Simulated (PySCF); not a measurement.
Vertical excitations of a molecule CH6ClGeN from TDDFT-B3LYP/def2-SVPD run with PySCF, as energy in eV (oscillator strength): 6.51 (0.058), 6.86 (0.067), 7.15 (0.042), 7.20 (0.002), 7.40 (0.005), 7.48 (0.052), 7.57 (0.027), 7.78 (0.057), 7.89 (0.040), 8.19 (0.009). Lowest triplet (TDA): 6.02 eV. The structure is a stationary point at ωB97X-D3(BJ)/def2-SVP. The values are those of a single conformer.

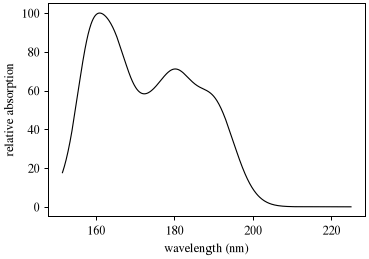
Fig. 1. The lines broadened by 0.4 eV.

Problem. Which structure fits?
A) N[CH2][GeH2][Cl]
B) C[NH][GeH2][Cl]
C) [CH3][Ge@H]([NH2])[Cl]

Solution. C, [CH3][Ge@H]([NH2])[Cl]
